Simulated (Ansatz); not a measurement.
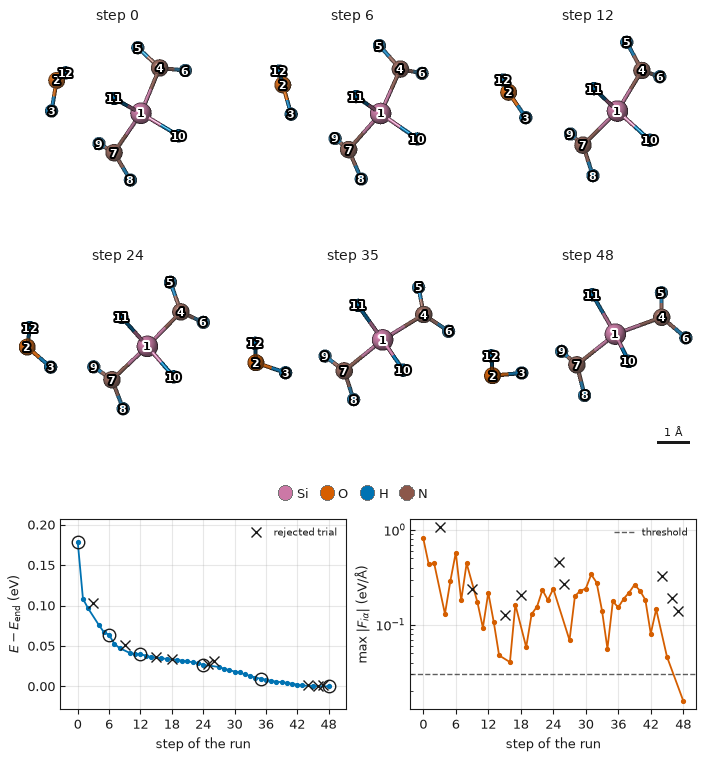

Frames of a relaxation of SiN$_{2}$H$_{8}$O, marked on the history of the run. Style: ball-and-stick. Shown face on.

The run prepares an end point of a later path (reaction) calculation, from a guessed geometry.

These are results of RKS B3LYP/6-31G* in Ansatz, not measurements. Set-up: no spin polarisation; force threshold 0.03 eV/Å; at most 50 steps.

**What happens along the run?**

The atom that moves furthest after the best rigid fit is O2 (2.19 Å). Largest moves by element: O 2.19 Å, H 2.04 Å, N 1.07 Å, Si 0.66 Å. Among the contacts that change: O2–H12 0.987 → 0.968 Å, Si1–H11 1.471 → 1.483 Å, Si1–H10 1.490 → 1.482 Å, O2–H3 0.973 → 0.979 Å. Among the angles between lasting bonds that change: H10–Si1–H11 108.4° → 114.3°, N7–Si1–H11 110.0° → 104.6°, Si1–N4–H5 117.8° → 121.1°. Groups turn about Si1–N7 by about 40°. Over 39 accepted moves (48 points after the start) the energy falls by 0.179 eV. The largest force component goes from 0.81 to 0.016 eV/Å. The line search rejected the trial steps at points 3, 9, 15, 18, 25, 26, 44, 46 and more of the run. Cost: 2.5 min on 1 thread of Intel(R) Xeon(R) CPU @ 2.60GHz (Ice Lake) (shared host), peak memory 0.17 GiB. From step 0 to 6: H12 moves most (0.69 Å), energy −0.115 eV. From step 6 to 12: H12 moves most (0.44 Å), energy −0.024 eV. From step 12 to 24: O2 moves most (0.61 Å), energy −0.013 eV. From step 24 to 35: H12 moves most (0.62 Å), energy −0.017 eV. From step 35 to 48: H12 moves most (0.48 Å), energy −0.009 eV.
